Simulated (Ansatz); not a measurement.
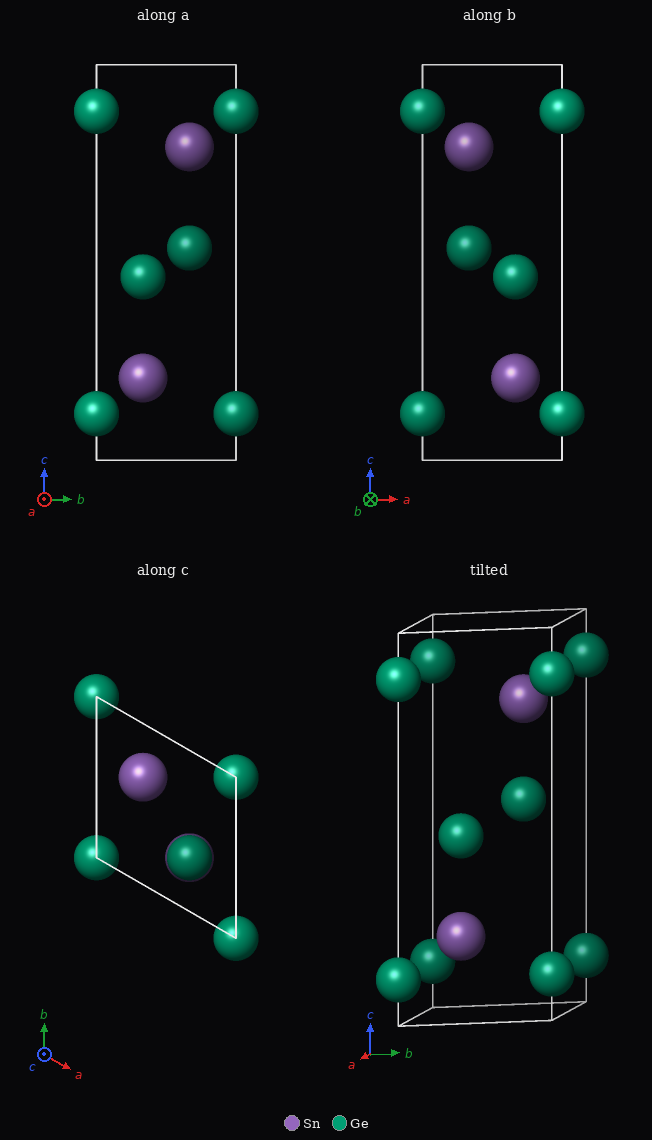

Spheres-only drawing of the structure, looking along the a axis, along the b axis, along the c axis and slightly off an axis. Atoms at the boundary of the conventional unit cell (the box) are drawn once for each face, edge or corner they touch.

Lattice parameters: a = 4.293 Å, b = 4.293 Å, c = 10.548 Å, α = 90.00°, β = 90.00°, γ = 120.00°.

> Put the structure into a table of Wyckoff sites, with free fractional coordinates to two decimals.

Space group P-3m1 (No. 164).
```
atom  site       x       y     z
  Sn    2d  0.6667  0.3333  0.21
  Ge    2d  0.3333  0.6667  0.54
  Ge    2c    0.00    0.00  0.88
```

Starting structure: a structure type filled with these elements by a generator (whether the compound takes this form wasn't checked). Earlier steps of the study, as a rule a relaxation of our own, may have changed the cell and positions, so they can lie some per cent off the listed ones. A calculation with Ansatz used it as input.
